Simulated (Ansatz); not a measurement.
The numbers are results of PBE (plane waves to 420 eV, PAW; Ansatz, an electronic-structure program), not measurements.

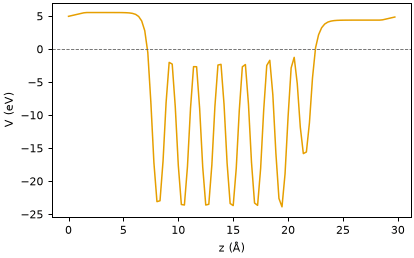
Fig. 1. Planar average of the electrostatic potential across the slab, in eV from the Fermi level, for a constructed model of the (111) surface of fcc Ir, a pseudomorphic layer of Mn in the host's stacking (bottom of the slab: a bare face, its two planes held)…

Slab: 7 atoms, 13.6 Å thick at the start with caps and adatoms (thin: gaps and levels are the slab's own); k 16x16x1, smearing 0.1 eV, dipole-corrected; 2 atoms held, the rest relaxed; start symmetry kept, larger cells not searched; spin-polarised, ending with about 3.6 μB a cell; orders that need a larger cell were not tried, no spin-orbit, no U. In PBE it is, or lies within 0.01 eV a 1x1 cell of, the lowest of the 2 structures of its composition computed so far; subsurface sites and larger cells were not tried.

The surface cell has an area of 6.49 Å². What dipole along the normal does the step between the two vacuum levels imply?

the top vacuum level lies 1.15 eV below the bottom one; p = −ε₀ A ΔV (ε₀ = 0.005526 e/(V·Å)) gives 0.04 e·Å a cell.
